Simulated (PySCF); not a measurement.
SMILES B[SiH2]CC(C)=O (C₃H₉BOSi), singlet, GFN2-xTB optimised geometry. Atoms within 1.6 Å of the plane z = 1.5 Å (x, y, z in Å): C3 (-0.77, -0.81, -0.04), C4 (-0.14, 0.54, 0.00), C5 (1.37, 0.54, 0.00), O6 (-0.79, 1.56, 0.00), H11 (-1.74, -0.78, 0.46), H12 (-0.15, -1.56, 0.45), H13 (1.73, 0.14, 0.95).

Calculation: PySCF 2.14.0 with B3LYP/def2-TZVP.

Map of the electron localisation function on the plane z = 1.5 Å:

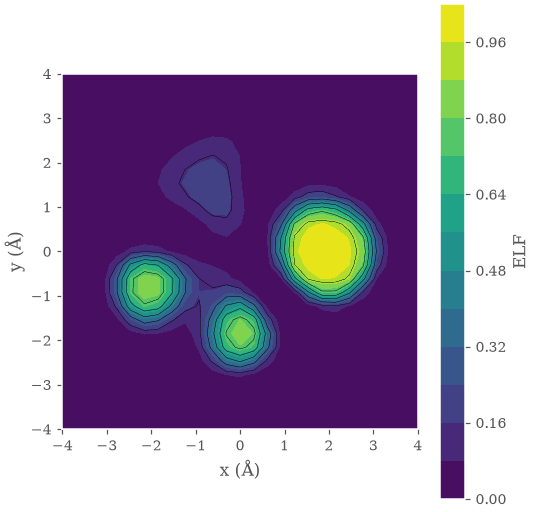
Fig. 1. Electron localisation function on the plane z = 1.5 Å.
